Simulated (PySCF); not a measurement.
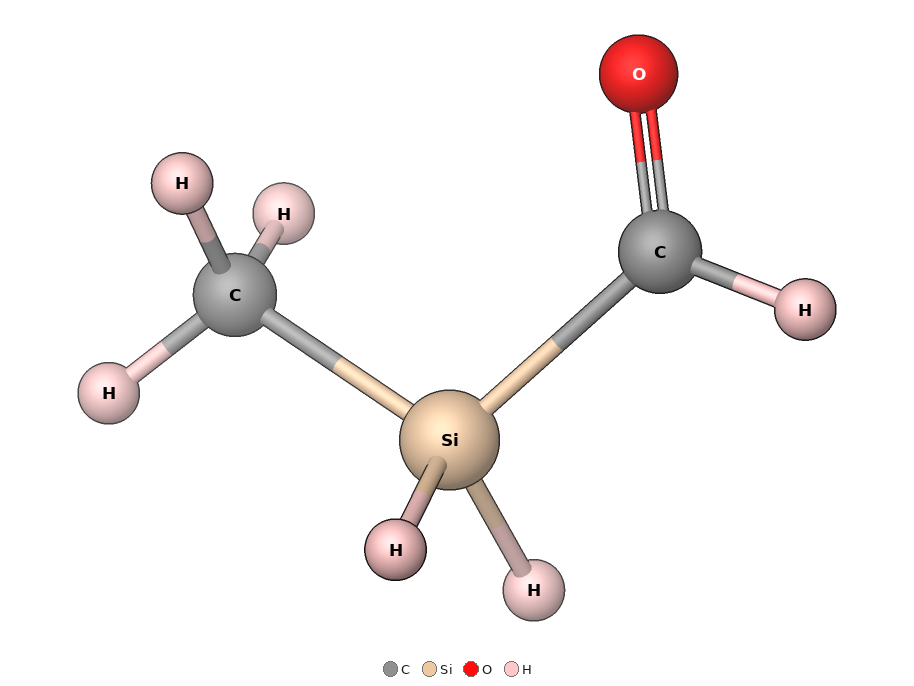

Orthographic view. Distant atoms are faded towards the background colour. Computed geometry: PBE0-D3(BJ)/def2-SVP optimisation. No frequency run is at hand to confirm it as a minimum.

Write the InChI string.

InChI=1S/C2H6OSi/c1-4-2-3/h2H,4H2,1H3
